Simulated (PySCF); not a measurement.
## A study: C₄H₁₂Pb, SMILES `C[Pb](C)(C)C`

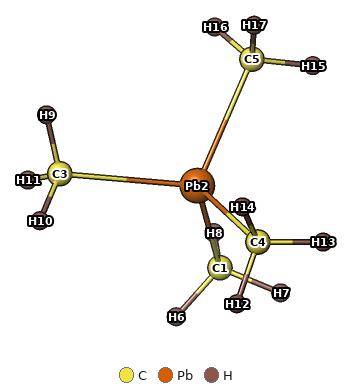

The molecule, with its atoms numbered as below. No frequency check shows the geometry to be a minimum.

Coordinates in Å:

```
C1       0.0123   -1.8358   -1.3847
Pb2     -0.0003    0.0002    0.0002
C3      -2.1246    0.3277    0.8188
C4       1.4532   -0.3507    1.7472
C5       0.6615    1.8576   -1.1832
H6      -0.6425   -2.5973   -0.9842
H7       1.0170   -2.2288   -1.4548
H8      -0.3302   -1.5504   -2.3697
H9      -2.2916    1.3831    0.9835
H10     -2.2393   -0.2033    1.7535
H11     -2.8476   -0.0423    0.1051
H12      1.2057   -1.2776    2.2460
H13      2.4646   -0.4066    1.3692
H14      1.3781    0.4662    2.4515
H15      1.5479    1.6246   -1.7567
H16     -0.1305    2.1608   -1.8539
H17      0.8801    2.6650   -0.4981
```

### 1. Bonding charge

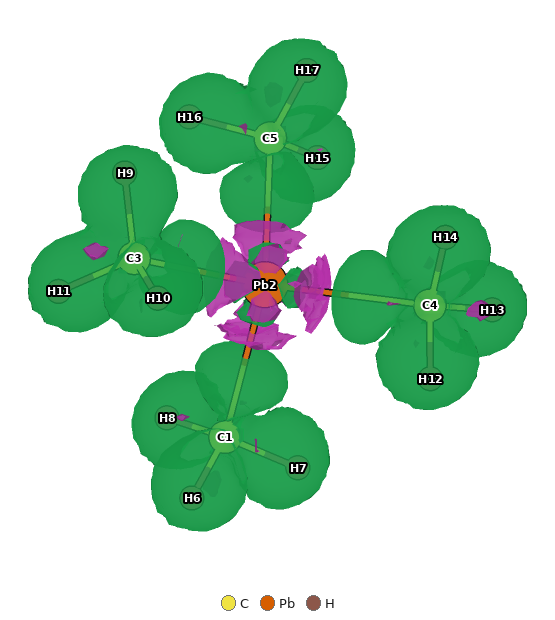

Deformation density (molecule less spherical, spin-averaged free atoms at the same positions), surfaces at ±0.07 e/Å³; green: gain, purple: loss.

Level of theory: ωB97X/def2-TZVP (PySCF), at a geometry from GFN2-xTB. Core potentials replace the inner electrons of Pb; spin–orbit coupling isn't included.

> How much density has each bond gained at its critical point, relative to the free atoms?

The five largest and four smallest: C3–H9: +0.72 e/Å³ at the bond critical point (bond length 1.08 Å, Mayer order 1.0). C3–H10: +0.72 e/Å³ at the bond critical point (bond length 1.08 Å, Mayer order 1.0). C3–H11: +0.72 e/Å³ at the bond critical point (bond length 1.08 Å, Mayer order 1.0). C1–H7: +0.72 e/Å³ at the bond critical point (bond length 1.08 Å, Mayer order 1.0). C5–H15: +0.72 e/Å³ at the bond critical point (bond length 1.08 Å, Mayer order 1.0). Pb2–C4: +0.14 e/Å³ at the bond critical point (bond length 2.30 Å, Mayer order 0.8). Pb2–C5: +0.14 e/Å³ at the bond critical point (bond length 2.30 Å, Mayer order 0.8). C1–Pb2: +0.14 e/Å³ at the bond critical point (bond length 2.30 Å, Mayer order 0.8). Pb2–C3: +0.14 e/Å³ at the bond critical point (bond length 2.30 Å, Mayer order 0.8). In all, 3.8 electrons gather in the regions of gain relative to the promolecule. A small or negative value marks a very polar bond, one between electron-rich atoms, whose free-atom densities already overlap strongly, a long bond to a heavier atom, or a closed-shell contact such as a hydrogen bond.

### 2. Bond critical points

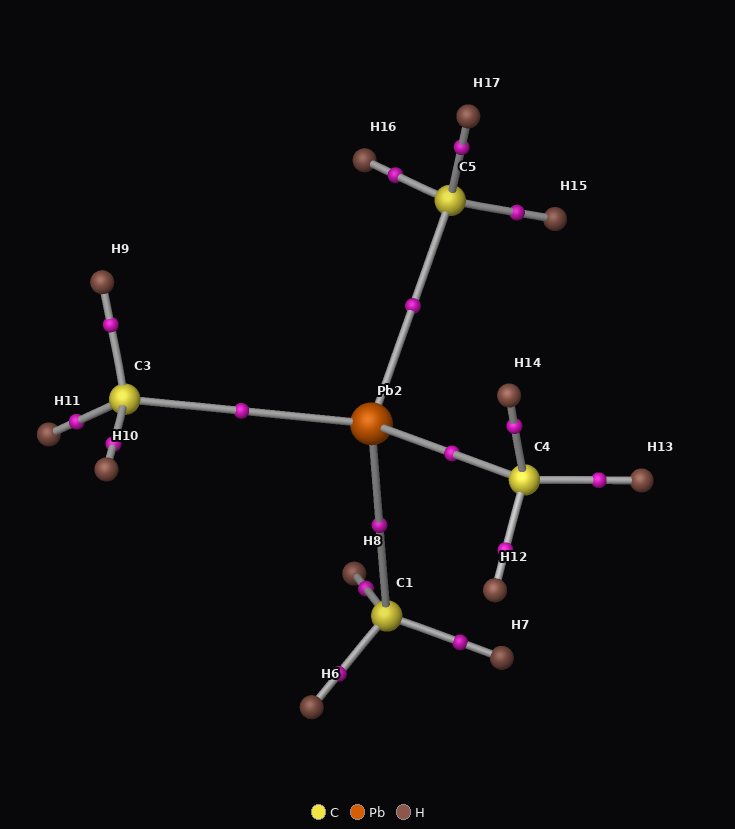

Molecular graph of the electron density (QTAIM): bond paths, bond critical points (magenta), ring points (cyan, if any); weak paths are dashed.

> How many critical points of each kind are there, and does the count close?

17 nuclei, 16 bond, 0 ring and 0 cage critical points: 17 − 16 + 0 − 0 = 1, as the Poincaré–Hopf relation requires.

> Give the properties at the bond critical points.

| bond | length (Å) | ρ (a.u.) | ∇²ρ (a.u.) | ε | H (a.u.) |
| --- | --- | --- | --- | --- | --- |
| C3–H9 | 1.081 | 0.280 | −0.96 | 0.01 | −0.286 |
| C1–H7 | 1.081 | 0.280 | −0.96 | 0.02 | −0.286 |
| C3–H10 | 1.081 | 0.280 | −0.96 | 0.01 | −0.286 |
| C3–H11 | 1.081 | 0.280 | −0.96 | 0.01 | −0.286 |
| C5–H15 | 1.081 | 0.280 | −0.96 | 0.02 | −0.286 |
| C1–H6 | 1.081 | 0.280 | −0.96 | 0.02 | −0.286 |
| C1–H8 | 1.081 | 0.280 | −0.96 | 0.02 | −0.286 |
| C4–H13 | 1.081 | 0.280 | −0.96 | 0.02 | −0.286 |
| C5–H16 | 1.081 | 0.280 | −0.96 | 0.02 | −0.286 |
| C5–H17 | 1.081 | 0.280 | −0.96 | 0.02 | −0.286 |
| C4–H14 | 1.081 | 0.280 | −0.96 | 0.02 | −0.286 |
| C4–H12 | 1.081 | 0.280 | −0.96 | 0.02 | −0.286 |
| Pb2–C4 | 2.300 | 0.090 | +0.09 | 0.00 | −0.029 |
| Pb2–C5 | 2.300 | 0.090 | +0.09 | 0.00 | −0.029 |
| C1–Pb2 | 2.300 | 0.090 | +0.09 | 0.00 | −0.029 |
| Pb2–C3 | 2.300 | 0.090 | +0.09 | 0.00 | −0.029 |

> What kind of interaction is Pb2–C5?

Polar or intermediate (positive Laplacian, negative energy density H): ρ = 0.090, ∇²ρ = +0.09, H = −0.029 a.u.

### 3. Local ionisation energy

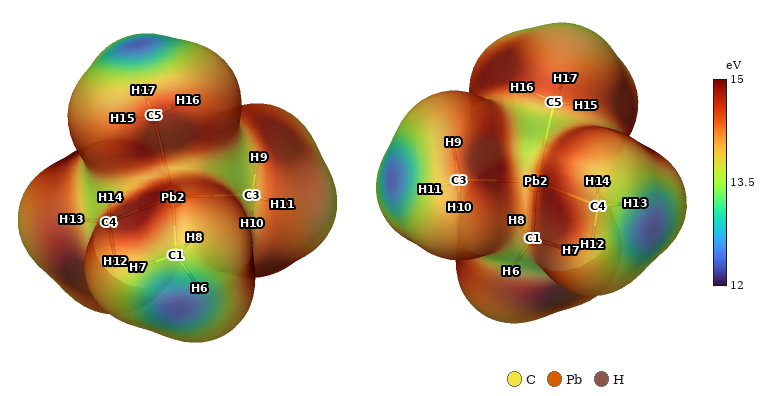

Average local ionisation energy on the surface of electron density 0.001 a.u. (back view left, front view right).

> Where are the most loosely bound electrons on this surface?

The lowest value is 12.4 eV, near H13 (1.91 Å), H14 (1.91 Å), H12 (1.96 Å) and C4 (2.00 Å), and at like points elsewhere. Further minima include 13.4 eV, near H16 (2.14 Å), H11 (2.20 Å) and Pb2 (2.30 Å), and at like points elsewhere. For comparison, the highest occupied orbital lies at −9.5 eV.

> What volume does the surface enclose, and what is the dipole moment?

About 174 Å³; the dipole moment is 0.0 D.

### 4. In an electric field

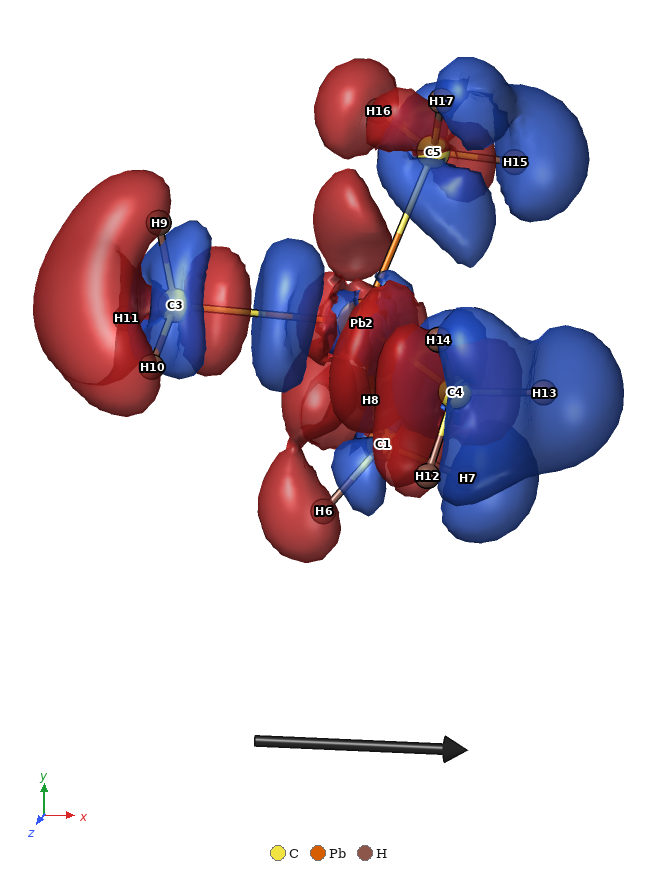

Change of the electron density in a uniform field of 0.21 V/Å along +x (arrow), surfaces at ±0.0015 e/Å³ (red: gain, blue: loss).

PySCF calculation, ωB97X/def2-TZVP, gas phase; geometry: GFN2-xTB. Core potentials replace the inner electrons of Pb; spin–orbit coupling isn't included. A basis without diffuse functions makes polarisabilities too small.

> How large is the response?

The induced dipole is 1.05 D (along the field); α along this axis, from the fields in both directions, is 103 bohr³ (15.3 Å³).

> Which atoms gain and lose the most charge?

Electrons gather most on C3 (Hirshfeld charge changes by −0.010 e) and leave H13 most (+0.010 e); 0.087 electrons are displaced in all.
